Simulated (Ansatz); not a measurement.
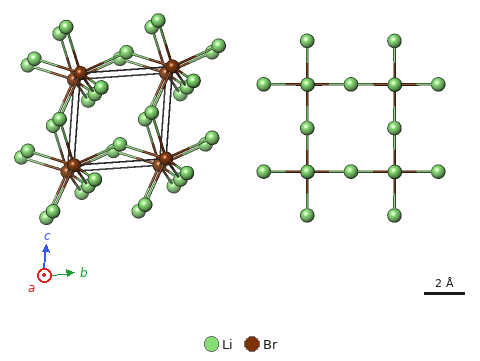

Two geometries of a crystal of Li3Br (a generated structure, set up in R32) (coarse preliminary run), drawn at one scale. One is the start of a relaxation, the other its converged end. A ball-and-stick model of the cell of the calculation, seen along the a axis.

Level of theory: DFT PBE, scalar-relativistic, plane waves, PAW (Ansatz). (plane-wave cutoff 420 eV; k-point mesh 6 × 6 × 6; occupations gaussian; smearing width 0.1 eV; no spin polarisation; cell and atoms relaxed; force threshold 0.04 eV/Å; at most 70 steps)

> Which one is relaxed?

The left one is the relaxed one. The energy falls by 1.703 eV per cell of the calculation in 13 accepted moves (15 points after the start). Largest force component: 0.011 eV/Å at the start, 0.0021 eV/Å at the end. The pressure goes from 10.59 to 0.04 GPa. At 2 points the geometry stayed and the basis and grid were re-selected for the new cell (energy shift of 3.5 meV per cell of the calculation at most each time). The largest moves relative to the cell, 1.24 Å, are those of Li atoms. Br stays in place. The drawn cell changes as follows: a = b = c 4.385 → 4.652 Å (+6.1 %), α 90.0° → 81.6°, β 90.0° → 81.6°, γ 90.0° → 81.6°; the volume changes by +16.0 %. Near-neighbour distances that change, for instance: Br–Li 2.192 → 2.642 Å. Among the angles between lasting bonds that change: Br–Li–Br 179.4° → 123.4°, Li–Br–Li 179.4° → 123.4°, Li–Br–Li 90.4° → 140.4°. The space group stays R32 (No. 155). Cost: 69 s on 1 thread of Arm Neoverse V1 (shared host), peak memory 0.36 GiB.
